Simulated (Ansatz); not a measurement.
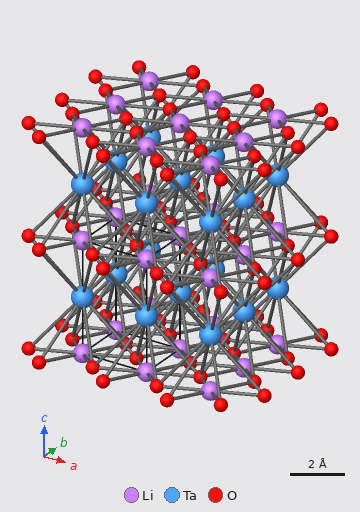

Solid LiTaO2 (a generated structure, set up in P6/mmm) (coarse preliminary run), before the relaxation. Style: ball-and-stick. Shown: the cell of the calculation, repeated 2 × 2 × 2 with one cell outlined, slightly off an axis.

All numbers below come from DFT PBE, scalar-relativistic, plane waves, PAW (Ansatz 0.2.0).

The input:
```yaml
crystal:
  lattice:
    - [3.68081481, 0.0, 0.0]
    - [-1.8404074, 3.18767913, 0.0]
    - [0.0, 0.0, 4.32689643]
  atoms:
    - { symbol: Li, position: [0.0, 0.0, 0.0] }
    - { symbol: Ta, position: [0.0, 0.0, 0.5], spin: 1.0 }
    - { symbol: O, position: [0.33333333, 0.66666667, 0.0] }
    - { symbol: O, position: [0.66666667, 0.33333333, 0.0] }
basis:
  ecutwfc: 420
kpoints:
  mp_grid: { grid: [6, 6, 4] }
hamiltonian:
  xc: pbe
scf:
  occupations: { method: gaussian, width: 0.1 }
  lower_state_search: "off"
output:
  forces: true
  stress: true
  eigenvalues: true
  populations: true
magnetization:
  spin_polarized: true
relax:
  adjacent_minimum: "off"
  f_tol: 0.04
  max_steps: 70
  cell: { stress_tol: 0.4 }
```

Command:
```bash
ansatz run input.yaml --threads 1 --pin off --max-ram 2048MiB --backend cpu --events-out ev --progress --plain --runs-dir out
```

Q: Predict the outcome.

A: The atoms keep their places relative to the cell (all moves are under 0.005 Å). The drawn cell changes at constant volume: a = b 3.681 → 3.391 Å (−7.9 %), c 4.327 → 5.094 Å (+17.7 %). Among the contacts that change: Li1–Ta2 2.163 → 2.547 Å, Ta2–Ta2 3.681 → 3.391 Å, Ta2–O3 3.033 → 3.213 Å, Li1–O3 2.125 → 1.958 Å. The space group stays P6/mmm (No. 191). Over 8 accepted moves (11 points after the start) the energy falls by 201 meV per atom. All forces vanish by symmetry, so only the cell relaxes. The pressure goes from −6.91 to −0.01 GPa. At 3 points the geometry stayed and the basis and grid were re-selected for the new cell (energy shift of 13.2 meV per atom at most each time). The run took 39 s on 1 thread of Arm Neoverse V1 (shared host), peak memory 0.32 GiB.

The structure at the end:

```
CELL_PARAMETERS angstrom
3.39144 0.00000 0.00000
-1.69572 2.93708 0.00000
0.00000 0.00000 5.09444
ATOMIC_POSITIONS crystal
Li 0.00000 0.00000 0.00000
Ta 0.00000 0.00000 0.50000
O 0.33333 0.66667 0.00000
O 0.66667 0.33333 0.00000
```

The end point in the same view:

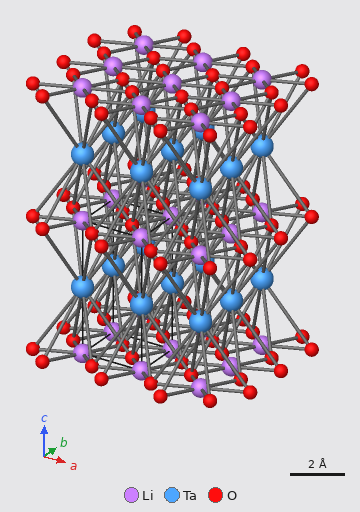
